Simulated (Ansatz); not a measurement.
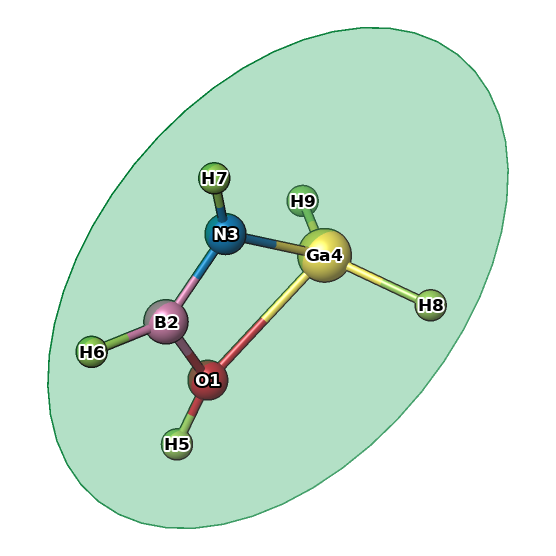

A disc through the centre of mass is drawn in. Atoms fade into the background with distance from the viewer. The computed geometry is a stationary point of PBE0-D4/def2-TZVP, a saddle point of order 1.

> Is the plane of the disc a mirror plane of the structure?

Yes. The reflection leaves O1, B2, N3, Ga4, H5, H6, H7 in place and moves H8 ↔ H9. The point group is Cs.
